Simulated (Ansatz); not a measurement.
The calculation's input:

```
crystal:
  periodic: [false, false, false]
  atoms:
    - {symbol: O, position_ang: [-0.921911, -0.695298, -0.787968]}
    - {symbol: Si, position_ang: [0.408356, 0.068814, -0.597789]}
    - {symbol: Br, position_ang: [1.626990, -0.506918, 1.348579]}
    - {symbol: H, position_ang: [1.511800, -0.147002, -1.601788]}
    - {symbol: H, position_ang: [0.356583, 1.558584, -0.373989]}
basis:
  gaussian: {orbitals: "def2-TZVPPD.json"}
total_charge: -1
hamiltonian: {xc: pbe0, dispersion: d4}
output: {orbitals: {seedname: orbitals}}
```

Launched as:

```sh
ansatz run in.yaml --threads 2 --pin off --events-out ev --progress --plain --max-ram 4352MiB
```

Geometry: PBE0-D4/def2-TZVPD.

These are results of RKS PBE0-D4/def2-TZVPPD in Ansatz 0.2.0, not measurements.

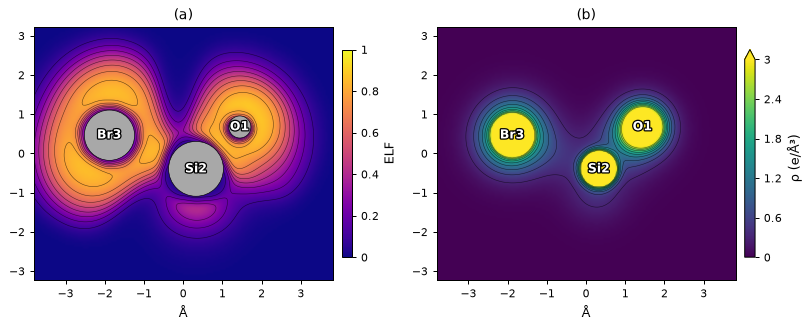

BrH$_{2}$OSi (charge −1). (a) ELF; (b) total electron density on the plane of atoms O1, Si2 and Br3. Grey discs cover the atomic cores in the ELF map.

Q: Read the bonding off the picture.

A:
- Atoms in the plane: O, Si and Br.
- Si–O (1.55 Å): the density is about 1.5 e/Å³ at the midpoint; the ELF peaks at about 0.85 between the atoms, as expected for a short, strongly polar bond.
- Si–Br (2.37 Å): ρ at the midpoint is about 0.59 e/Å³, with its minimum of 0.44 e/Å³ about 0.8 Å from Si; the ELF peaks at about 0.85 between the atoms, as expected for a polar covalent bond.
- The ELF also peaks beside Br3 and O1, away from the bonds: lone-pair regions.
